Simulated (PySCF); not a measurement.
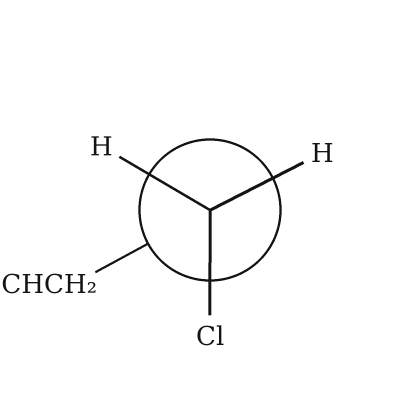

A Newman projection along the Si–O bond, silicon in front; angles are drawn as computed, but eclipsed bonds slightly apart. Geometry: an end point of a reaction path computed with GFN2-xTB.

Which molecule is it?

C2H5ClOSi, C=CO[SiH2]Cl

What is the torsion angle from the front Cl to the back CHCH2? The sign is positive where the front bond must turn clockwise to cover the back bond.

62°, synclinal (gauche).
